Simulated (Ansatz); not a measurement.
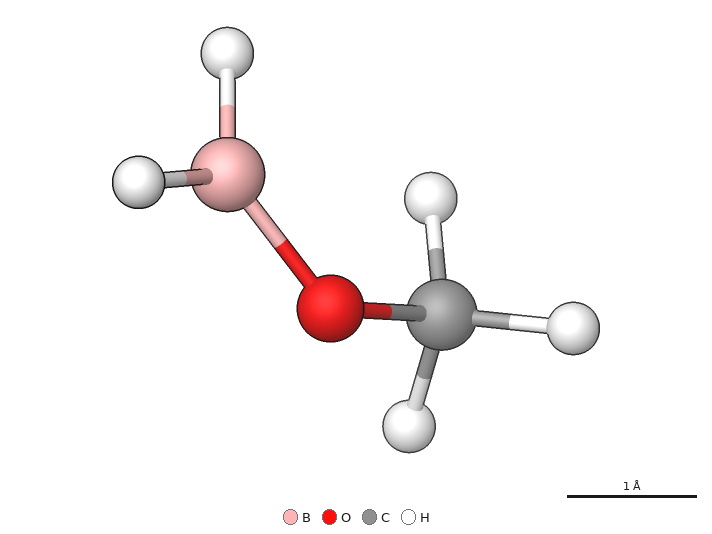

Ball-and-stick drawing of a structure. Every bond is drawn as one stick, whatever its order.

The computed structure is the end point of a PBE0-D4/def2-TZVP optimisation.

**Which formula does it have?**

CH₅BO, 8 atoms: 1 carbon, 5 hydrogen, 1 boron and 1 oxygen.

**Which point group does it belong to?**

Cs.

More results for the same structure follow; atom numbers are the same in all pictures, views and colours differ.

Geometry

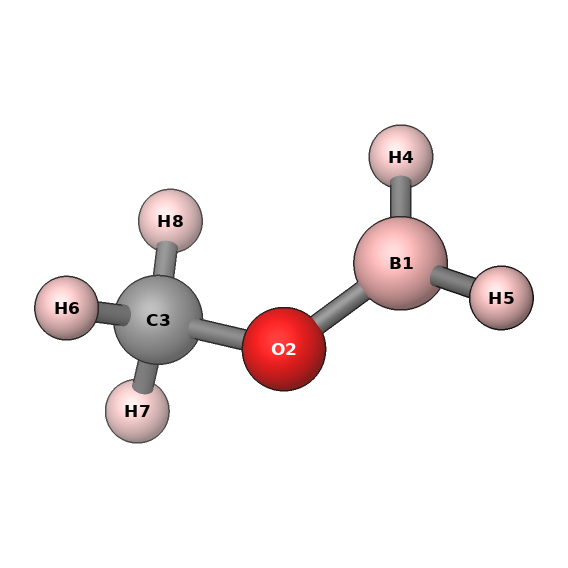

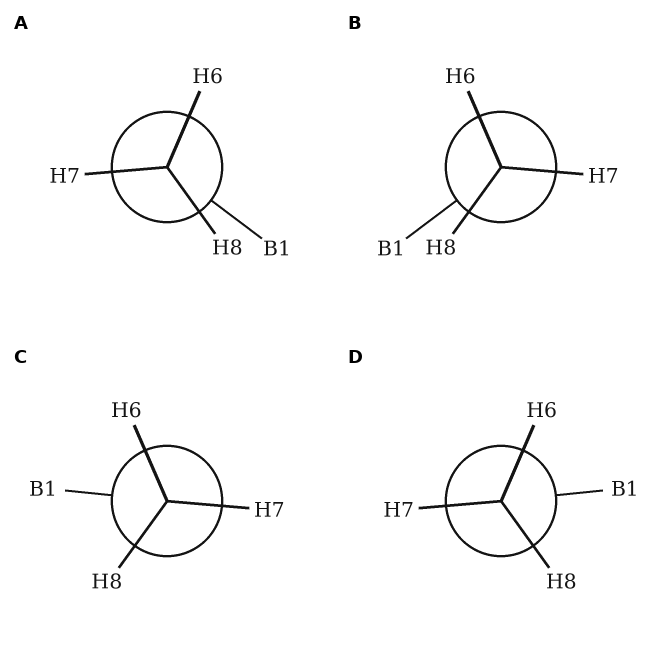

Distant atoms are faded towards the background colour. Bonds that would overlap in a projection are set slightly apart.

**Which Newman projection shows the view along C3–O2, with C3 in front?**

B. The torsion angle H6–C3–O2–B1 is −121°, anticlinal.

Vibrations

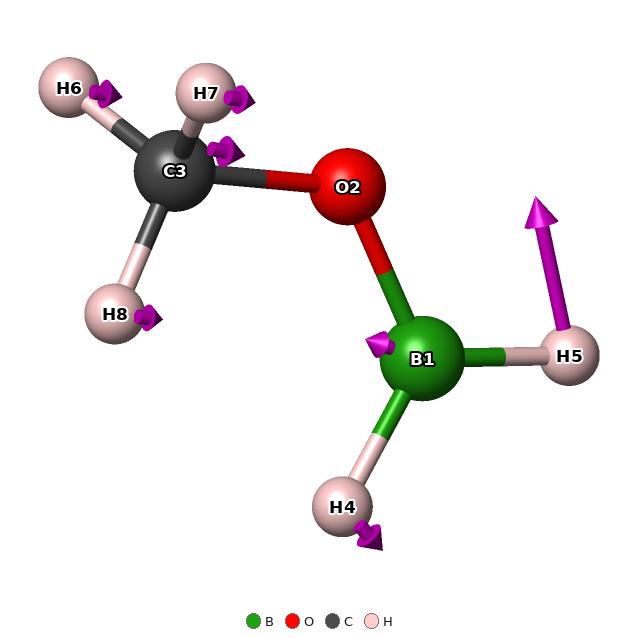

The arrows show one normal mode. Harmonic vibrations computed with RKS PBE0-D4/def2-TZVP (Ansatz 0.2.0) at a stationary point of the same level.

**At what wavenumber does it lie?**

955 cm⁻¹; it is mode 4 of 18 counted from the lowest.

Charges

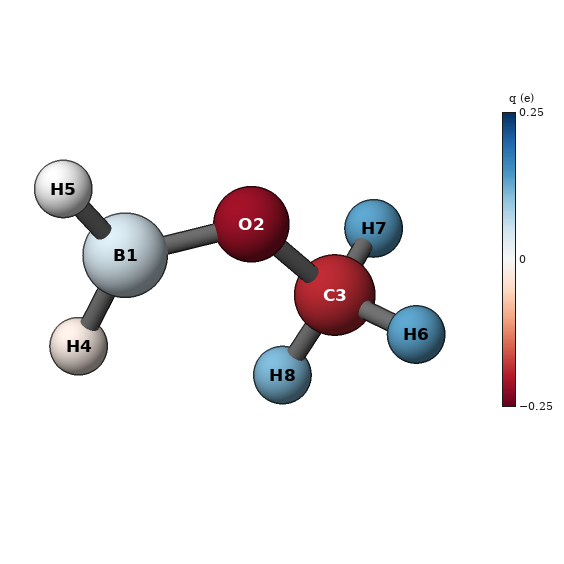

Atoms are coloured by their Mulliken charges. Properties computed with RKS PBE0-D4/def2-TZVP (Ansatz 0.2.0).

Give the Mulliken charges atom by atom.

```json
{"atom": "B1", "value (e)": "0.04"}
{"atom": "O2", "value (e)": "−0.21"}
{"atom": "C3", "value (e)": "−0.19"}
{"atom": "H4", "value (e)": "−0.02"}
{"atom": "H5", "value (e)": "0.00"}
{"atom": "H6", "value (e)": "0.13"}
{"atom": "H7", "value (e)": "0.13"}
{"atom": "H8", "value (e)": "0.11"}
```

Thermal motion

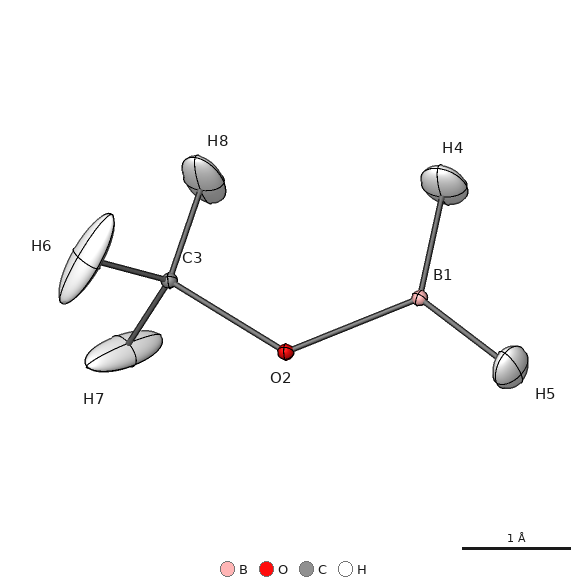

Displacement ellipsoids at the 50 % level, from the internal vibrations of the free molecule (harmonic, no overall translation or rotation; no half-axis is drawn under 0.075 Å). Vibrations computed with RKS PBE0-D4/def2-TZVP (Ansatz 0.2.0). Temperature: 298 K.

Give the displacement parameters, one line for each set of equivalent atoms.

```
  atom  U_eq (Å²)   rms amplitudes (Å)
    B1     0.0015  0.025, 0.038, 0.049
    O2     0.0017  0.021, 0.037, 0.058
    C3    0.00080  0.023, 0.025, 0.036
    H4     0.0225  0.081, 0.140, 0.203
    H5     0.0181  0.085, 0.129, 0.174
H6, H7     0.0397  0.075, 0.112, 0.318
    H8     0.0314  0.075, 0.126, 0.269
```

Mulliken values depend strongly on the basis set and can even reverse the polarity of a bond.
